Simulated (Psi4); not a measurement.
# Si2H4F2 (SMILES F[SiH2][SiH2]F): HF/3-21G

Aim: the vertical singlet–triplet gap of Si2H4F2 at HF/3-21G, from 2 runs. 

The calculation is run with Psi4 1.11.

1 further run of the same task is left out (set aside as unsound or not needed).

## 1. The structure to begin with

The species is Si2H4F2 (8 atoms), meant as a singlet with charge 0. SMILES: `F[SiH2][SiH2]F`. Geometry: relaxed at PBE0-D4/def2-TZVP. This is one conformer, not always the lowest.

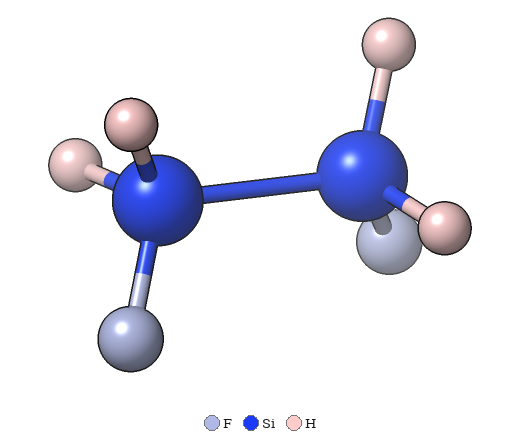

Viewed from a chosen angle; fluorine light blue, silicon blue, hydrogen pink.

## 2. The energy at HF/3-21G

Input file f2h4si2.py:

```python
import psi4

psi4.set_memory(2200000000)
psi4.set_num_threads(1)
psi4.core.set_output_file('run.log', False)

mol = psi4.geometry("""
F
Si 1 1.604767
Si 2 2.349795 1 110.37254
F 3 1.604801 2 110.37389 1 69.08474
H 2 1.485348 1 108.04679 3 122.43957
H 2 1.48738 5 109.31878 1 -117.38206
H 3 1.487365 4 108.06599 2 -119.37581
H 3 1.485256 7 109.31945 4 117.36461
units angstrom
symmetry c1
no_reorient
no_com
""")

options = {'basis': '3-21G', 'reference': 'rhf', 'puream': True, 'e_convergence': 1e-09, 'd_convergence': 1e-08, 'scf_type': 'pk'}
psi4.set_options(options)

e, wfn = psi4.energy('hf', molecule=mol, return_wfn=True)
psi4.oeprop(wfn, 'WIBERG_LOWDIN_INDICES', 'MULLIKEN_CHARGES', 'MAYER_INDICES')
print(f'hf energy: {e:.10f} Eh')
```

Started as:

```sh
python f2h4si2.py
```

run.log:

```text
[...]
  Running in c1 symmetry.
[...]
  Nuclear repulsion =  221.605023149629432
[...]
  Multiplicity = 1
[...]
  Nalpha       = 25
  Nbeta        = 25
[...]
    Number of basis functions: 52
[...]
   @RHF iter   1:  -774.93619092755262   -9.89499e-01   7.57640e-03 DIIS/ADIIS
[...]
   @RHF iter  10:  -775.00419705968238   -5.68434e-13   4.70326e-09 DIIS
[...]
    Orbital Energies [Eh]
    ---------------------
    Doubly Occupied:
       1A    -68.354261     2A    -68.354008     3A    -26.137104
       4A    -26.136886     5A     -6.165319     6A     -6.164392
       7A     -4.260938     8A     -4.260476     9A     -4.260309
      10A     -4.260205    11A     -4.259969    12A     -4.259944
      13A     -1.564347    14A     -1.563499    15A     -0.800231
      16A     -0.738615    17A     -0.650459    18A     -0.648274
      19A     -0.643458    20A     -0.636462    21A     -0.627956
      22A     -0.593732    23A     -0.498091    24A     -0.490830
      25A     -0.417981
[...]
  @RHF Final Energy:  -775.00419705968238
   => Energetics <=
    Nuclear Repulsion Energy =            221.6050231496294316
    One-Electron Energy =               -1519.7229481562342244
    Two-Electron Energy =                 523.1137279469223813
    Total Energy =                       -775.0041970596823830
[...]
 Multipole Moments:
 ------------------------------------------------------------------------------------
     Multipole            Electronic (a.u.)      Nuclear  (a.u.)        Total (a.u.)
 ------------------------------------------------------------------------------------
 L = 1.  Multiply by 2.5417464519 to convert [e a0] to [Debye]
 Dipole X            :          2.4594443           -3.0426810           -0.5832367
 Dipole Y            :         -1.2439201            1.5388745            0.2949544
 Dipole Z            :         -3.3498229            4.1438687            0.7940458
 Magnitude           :                                                    1.0284318
[...]
  Mulliken Charges: (a.u.)
   Center  Symbol    Alpha    Beta     Spin     Total
       1     F     4.75640  4.75640  0.00000 -0.51280
       2    SI     6.52802  6.52802  0.00000  0.94396
       3    SI     6.52801  6.52801  0.00000  0.94398
       4     F     4.75640  4.75640  0.00000 -0.51281
       5     H     0.60459  0.60459  0.00000 -0.20918
       6     H     0.61099  0.61099  0.00000 -0.22197
       7     H     0.61099  0.61099  0.00000 -0.22198
       8     H     0.60460  0.60460  0.00000 -0.20920
   Total alpha = 25.00000, Total beta = 25.00000, Total charge = -0.00000
[...]
```

Standard output:

```text
hf energy: -775.0041970597 Eh
```

Wall time 1.6 s (1 thread of Intel Xeon Platinum 8488C (Sapphire Rapids), shared host); peak memory 0.19 GiB.

## 3. The triplet: energy and forces at UHF/3-21G

Input file f2h4si2.json:

```json
{
  "schema_name": "qcschema_input",
  "schema_version": 1,
  "molecule": {
    "schema_name": "qcschema_molecule",
    "schema_version": 2,
    "symbols": ["F", "Si", "Si", "F", "H", "H", "H", "H"],
    "geometry": [-3.65624211, 2.27863176, -0.51872982, -0.67614401, 2.13180004, 0.0234326, 0.67765579, -2.09684011, 0.08333692, 0.53101304, -3.29190291, -2.70004069, 0.64269585, 3.61731375, -1.95964599, -0.18859467, 3.29511544, 2.53525657, 3.35388593, -2.19964121, 0.93617032, -0.90158833, -3.66965916, 1.78919269],
    "molecular_charge": 0,
    "molecular_multiplicity": 3,
    "fix_symmetry": "c1"
  },
  "driver": "gradient",
  "model": {
    "method": "scf",
    "basis": "3-21G"
  },
  "keywords": {
    "reference": "uhf",
    "puream": true,
    "e_convergence": 1e-09,
    "d_convergence": 1e-08,
    "scf_type": "pk",
    "maxiter": 100
  }
}
```

Started as:

```sh
psi4 --qcschema f2h4si2.json -n 1 --memory 2200MB
```

stdout (excerpt; [...] marks lines left out):

```text
[...]
  Running in c1 symmetry.
[...]
  Nuclear repulsion =  221.605032025805230
[...]
  Multiplicity = 3
[...]
  Nalpha       = 26
  Nbeta        = 24
[...]
    Number of basis functions: 52
[...]
   @UHF iter   1:  -774.65479821729662   -7.08106e-01   7.91394e-03 DIIS/ADIIS
[...]
   @UHF iter  16:  -774.74143172604681   -2.16005e-12   3.92896e-09 DIIS
[...]
   @S^2 Observed:                2.008642786E+00
[...]
  @UHF Final Energy:  -774.74143172604681
   => Energetics <=
    Nuclear Repulsion Energy =            221.6050320258052295
    One-Electron Energy =               -1518.1949446450571486
    Two-Electron Energy =                 521.8484808932050782
    Total Energy =                       -774.7414317260468124
  UHF NO Occupations:
  HONO-2 :   24  A 1.9978735
  HONO-1 :   25  A 1.0000000
[...]
 Multipole Moments:
 ------------------------------------------------------------------------------------
     Multipole            Electronic (a.u.)      Nuclear  (a.u.)        Total (a.u.)
 ------------------------------------------------------------------------------------
 L = 1.  Multiply by 2.5417464519 to convert [e a0] to [Debye]
 Dipole X            :         -2.6963499            3.5828033            0.8864534
 Dipole Y            :         -0.9035676            1.2010570            0.2974895
 Dipole Z            :         -2.8673247            3.8103377            0.9430129
 Magnitude           :                                                    1.3279958
[...]
  -Total Gradient:
     Atom            X                  Y                   Z
    ------   -----------------  -----------------  -----------------
       1        0.031195036559    -0.002881941320    -0.007482033770
       2       -0.023042328674    -0.040237879768     0.005166188430
       3       -0.004635865753     0.030961588696    -0.034543969557
       4       -0.011341173866     0.009533625170     0.028580527885
       5       -0.009061195698     0.015014824911    -0.000475149823
       6        0.018936663426     0.001619038344    -0.005820149328
       7       -0.007093305682     0.002343659511     0.018418085362
       8        0.005042169688    -0.016352915533    -0.003843499196
[...]
```

The result, in JSON:

```text
{
 "driver": "gradient",
 "model": {
  "method": "scf",
  "basis": "3-21G"
 },
 "success": true,
 "return_result": [0.031195036559268224, -0.0028819413200372613, -0.007482033770121695, -0.023042328674341743, -0.0402378797678616, 0.005166188429780977, -0.004635865753165473, 0.030961588695728487, -0.034543969557108825, -0.011341173865856095, 0.00953362517015996, 0.028580527885387674, -0.009061195697797939, 0.015014824911216626, -0.00047514982260069005, 0.018936663426056807, 0.0016190383438215855, -0.005820149328051916, -0.007093305681936196, 0.0023436595113984944, 0.018418085361626257, 0.005042169688482687, -0.016352915533282497, -0.003843499196282088],
 "properties": {
  "calcinfo_nbasis": 52,
  "calcinfo_nmo": 52,
  "calcinfo_nalpha": 26,
  "calcinfo_nbeta": 24,
  "calcinfo_natom": 8,
  "nuclear_repulsion_energy": 221.60503202580523,
  "return_energy": -774.7414317260468,
  "return_gradient": [0.031195036559268224, -0.0028819413200372613, -0.007482033770121695, -0.023042328674341743, -0.0402378797678616, 0.005166188429780977, -0.004635865753165473, 0.030961588695728487, -0.034543969557108825, -0.011341173865856095, 0.00953362517015996, 0.028580527885387674, -0.009061195697797939, 0.015014824911216626, -0.00047514982260069005, 0.018936663426056807, 0.0016190383438215855, -0.005820149328051916, -0.007093305681936196, 0.0023436595113984944, 0.018418085361626257, 0.005042169688482687, -0.016352915533282497, -0.003843499196282088],
  "scf_one_electron_energy": -1518.1949446450571,
  "scf_two_electron_energy": 521.8484808932051,
  "scf_dipole_moment": [0.8864533570404745, 0.2974894581230916, 0.9430129410952937],
  "scf_total_energy": -774.7414317260468,
  "scf_total_gradient": [0.031195036559268224, -0.0028819413200372613, -0.007482033770121695, -0.023042328674341743, -0.0402378797678616, 0.005166188429780977, -0.004635865753165473, 0.030961588695728487, -0.034543969557108825, -0.011341173865856095, 0.00953362517015996, 0.028580527885387674, -0.009061195697797939, 0.015014824911216626, -0.00047514982260069005, 0.018936663426056807, 0.0016190383438215855, -0.005820149328051916, -0.007093305681936196, 0.0023436595113984944, 0.018418085361626257, 0.005042169688482687, -0.016352915533282497, -0.003843499196282088],
  "scf_iterations": 16
 }
}
```

Run time: 2.1 s. Hardware: 1 thread of Intel Xeon Platinum 8488C (Sapphire Rapids), shared host; peak memory 0.19 GiB.

## 4. Outcome

Level: HF/3-21G.

```
                                        quantity          value
                           singlet: total energy  -775.00420 Eh
                          singlet: dipole moment         2.61 D
                            singlet: HOMO energy      -11.37 eV
                            singlet: LUMO energy        2.97 eV
                          singlet: HOMO–LUMO gap       14.35 eV
                           triplet: total energy  -774.74143 Eh
                          triplet: dipole moment         3.38 D
     triplet: HOMO energy (highest over α and β)       -3.91 eV
      triplet: LUMO energy (lowest over α and β)       -3.71 eV
                                   triplet: ⟨S²⟩          2.009
               triplet: largest force on an atom     2.399 eV/Å
vertical energy of the triplet above the singlet       7.150 eV
```

What this shows: At this shape the triplet lies 7.15 eV (165 kcal/mol) above the singlet.
